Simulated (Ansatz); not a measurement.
Method: PBE (plane waves to 420 eV, PAW; Ansatz, a quantum-chemistry and plane-wave program).

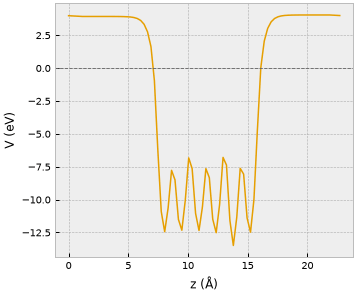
Fig. 1. Planar average of the electrostatic potential across the slab, in eV from the Fermi level, for a constructed model of the (100) surface of bcc Fe, ferromagnetic, a layer of Ni in place of the second plane (bottom of the slab: a bare face, its two planes held)

Set-up: 6 atoms, 7.0 Å thick at the start (thin: gaps and levels are the slab's own); mesh 13x13x1; 0.1 eV smearing; dipole correction on; 2 atoms held, the rest relaxed; start symmetry kept, larger cells not searched; spin-polarised, ending with about 14.4 μB a cell; orders that need a larger cell were not tried, no spin-orbit, no U. It is one candidate, not shown to be the stable structure of the face.

The vacuum level lies 4.04 eV above the Fermi level over the top face and 3.93 eV above it under the bottom face.
